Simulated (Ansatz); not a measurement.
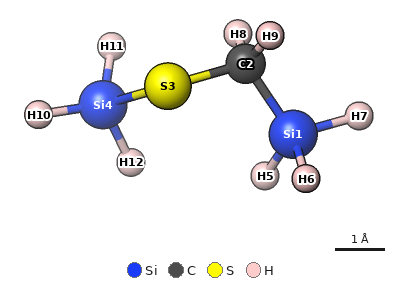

This is the input geometry for a relaxation of CH8SSi2 (coarse preliminary run). A ball-and-stick model, seen at a tilt.

The start comes from a force field.

Method: RKS PBE-D4/def2-SVP (Ansatz 0.2.0).

Input file:
```yaml
crystal:
  periodic: [false, false, false]
  atoms:
    - {symbol: Si, position_ang: [-1.613100, 0.739800, 0.357400]}
    - {symbol: C, position_ang: [-0.695300, -0.763100, 0.673600]}
    - {symbol: S, position_ang: [0.998700, -0.393600, 1.110800]}
    - {symbol: Si, position_ang: [2.146400, -0.175800, -0.751000]}
    - {symbol: H, position_ang: [-1.110700, 1.507400, -0.845800]}
    - {symbol: H, position_ang: [-1.671900, 1.714400, 1.516600]}
    - {symbol: H, position_ang: [-3.043900, 0.438500, 0.030500]}
    - {symbol: H, position_ang: [-0.682900, -1.426100, -0.187200]}
    - {symbol: H, position_ang: [-1.136400, -1.275800, 1.561300]}
    - {symbol: H, position_ang: [3.527700, -0.049500, -0.462000]}
    - {symbol: H, position_ang: [1.785300, -1.393500, -1.542500]}
    - {symbol: H, position_ang: [1.573000, 1.022200, -1.427900]}
basis:
  gaussian: {orbitals: def2-SVP}
hamiltonian: {xc: pbe, dispersion: d4}
relax: {f_tol: 0.03, max_steps: 200}
```

Run as
```bash
ansatz run in.yaml --threads 4 --pin off --events-out ev --progress --plain --max-ram 10444MiB
```

**What does the optimiser find from here?**

The largest move after the best rigid fit is that of S3, 0.11 Å. By element the largest moves are S 0.11 Å, Si 0.11 Å, H 0.08 Å, C 0.04 Å. Some distances before and after: Si1–C2 1.789 → 1.903 Å, Si4–H10 1.417 → 1.502 Å, C2–S3 1.788 → 1.854 Å, S3–Si4 2.198 → 2.157 Å. Bond angles that change, for instance: S3–Si4–H12 105.3° → 113.8°, C2–S3–Si4 107.9° → 101.4°, S3–Si4–H11 104.0° → 110.3°. The energy falls by 0.435 eV in 4 geometry steps. Largest force component: 2.8 eV/Å at the start, 0.024 eV/Å at the end.

Step by step:

```csv
step,"E − E(0), eV","largest force component, eV/Å"
0,0.0000,2.7667
1,-0.2805,1.1390
2,-0.4201,0.4972
3,-0.4329,0.1282
4,-0.4345,0.0244
```

The structure at the end:

```xyz
12

Si   -1.6689    0.8066    0.3270
C    -0.6618   -0.7676    0.6842
S     1.0818   -0.3864    1.1866
Si    2.0416   -0.1771   -0.7332
H    -1.0784    1.5398   -0.8446
H    -1.6531    1.6990    1.5348
H    -3.0947    0.4379    0.0008
H    -0.6725   -1.4769   -0.1705
H    -1.1015   -1.3099    1.5470
H     3.5041   -0.0605   -0.4119
H     1.7845   -1.3954   -1.5816
H     1.5958    1.0355   -1.5048
```

After the run, drawn alike:

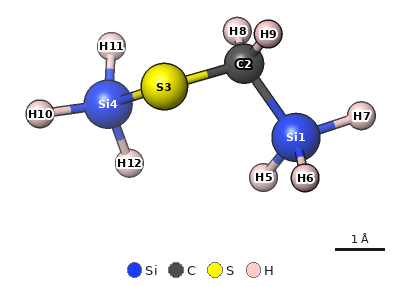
